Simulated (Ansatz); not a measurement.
# U-revPBE/STO-3G run of SiPH4 (SMILES [SiH2]P)

Aim: the electronic atomisation energy of SiPH4 at U-revPBE/STO-3G, from 4 runs. 

The calculation is run with Ansatz 0.2.0.

47 further runs of the same task are left out: 47 set aside as unsound or not needed.

### 1 Starting point

SiPH4 has 6 atoms, charge 0, and is taken as a doublet. As SMILES, `[SiH2]P`. The shape is that of a GFN2-xTB optimisation. This is one conformer, not always the lowest.

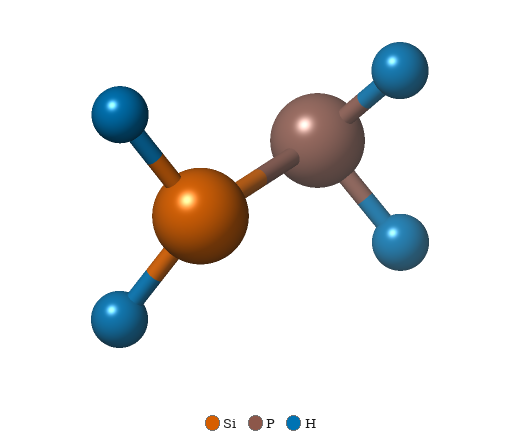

Viewed from a chosen angle; silicon orange, phosphorus brown, hydrogen blue.

### 2 A single-point energy at U-revPBE/STO-3G

The input, run.yaml:

```yaml
crystal:
  periodic: [false, false, false]
  atoms:
    - {symbol: Si, position_ang: [0.127020, -0.986120, -0.104660]}
    - {symbol: P, position_ang: [-0.338670, 1.170000, 0.142220]}
    - {symbol: H, position_ang: [-0.300620, -1.724700, 1.087920]}
    - {symbol: H, position_ang: [-0.579260, -1.514310, -1.276300]}
    - {symbol: H, position_ang: [0.434680, 1.617150, -0.915300]}
    - {symbol: H, position_ang: [0.656850, 1.437980, 1.066130]}
basis:
  gaussian:
    orbitals: STO-3G
total_charge: 0
magnetization:
  spin_polarized: true
  initial_magnetization: 1
hamiltonian:
  xc: {name: revPBE}
accuracy: high
```

Started as:

```sh
$ ansatz run run.yaml --threads 1 --pin off --max-ram 2610MiB --events-out events.jsonl --progress --plain --runs-dir runs
```

Standard output:

```text
Warning: RAYON_NUM_THREADS=1 ignored (pool sized by the plan → 1); use --threads N
Functional definition: revPBE
  name "revPBE"
  parameter kappa = 1.245
  parameter beta = 0.06672455060314922
  exchange = pbe_x(kappa = kappa, mu = beta*pi^2/3)
  correlation = pbe_c(beta = beta)
391 factors; integrals over basis functions are off by at most 2.7e-9 eV
mean field evaluation 1: about -17029.0283 eV, gradient 9.4e0 eV
mean field evaluation 2: about -17029.2392 eV, gradient 7.5e0 eV
mean field evaluation 4: about -17029.6965 eV, gradient 4.9e-1 eV
mean field evaluation 8: about -17029.6481 eV, gradient 2.7e-3 eV
mean field evaluation 16: about -17029.6481 eV, gradient 1.1e-7 eV
mean field -17029.64805662 eV, -625.8280229707 hartree, gradient 3.4e-8 eV, S^2 0.750921; 0 other end points of the search recorded, 0 dependent functions left out
reference -17029.64805901 eV, -625.8280230586 hartree; 17, 16 occupied and 5, 6 virtual orbitals, 391 factors
Total energy: -17029.64805901 eV, -625.8280230586 hartree
```

Run time: 1.5 s. Hardware: 1 thread of AMD EPYC 9R14 (Zen 4), shared host; peak memory 0.16 GiB.

### 3 The H atom

The input, in.yaml:

```yaml
crystal:
  periodic: [false, false, false]
  atoms:
    - symbol: H
      position_ang: [0.000000, 0.000000, 0.000000]
basis:
  gaussian: {orbitals: STO-3G}
magnetization: {spin_polarized: true, initial_magnetization: 1}
hamiltonian: {xc: {name: revPBE}}
accuracy: high
```

Run the same way, it converges to -0.47010 Eh (log not shown).

### 4 The P atom at the same level

The input, in.yaml:

```yaml
crystal:
  periodic: [false, false, false]
  atoms:
    - symbol: P
      position_ang: [0.000000, 0.000000, 0.000000]
basis:
  gaussian:
    orbitals: STO-3G
magnetization:
  spin_polarized: true
  initial_magnetization: 3
hamiltonian:
  xc: {name: revPBE}
accuracy: high
```

Run the same way, it converges to -337.28726 Eh (log not shown).

### 5 The Si atom, same level

The input, molecule.yaml:

```yaml
crystal:
  periodic: [false, false, false]
  atoms:
    - {symbol: Si, position_ang: [0.000000, 0.000000, 0.000000]}
basis:
  gaussian:
    orbitals: STO-3G
magnetization:
  spin_polarized: true
  initial_magnetization: 2
hamiltonian:
  xc: {name: revPBE}
accuracy: high
```

Run the same way, it converges to -285.87250 Eh (log not shown).

### 6 Outcome

At U-revPBE/STO-3G:

```
                     quantity          value
       molecule: total energy  -625.82802 Eh
               molecule: ⟨S²⟩          0.751
         H atom: total energy    -0.47010 Eh
                 H atom: ⟨S²⟩          0.750
         P atom: total energy  -337.28726 Eh
                 P atom: ⟨S²⟩          3.750
        Si atom: total energy  -285.87250 Eh
                Si atom: ⟨S²⟩          2.000
electronic atomisation energy      21.439 eV
```

**Reading.** Taking the molecule apart into free atoms costs 21.44 eV (2069 kJ/mol), before zero-point energy and without spin-orbit coupling. In a minimal basis such a difference can be off by several eV, whatever the method.
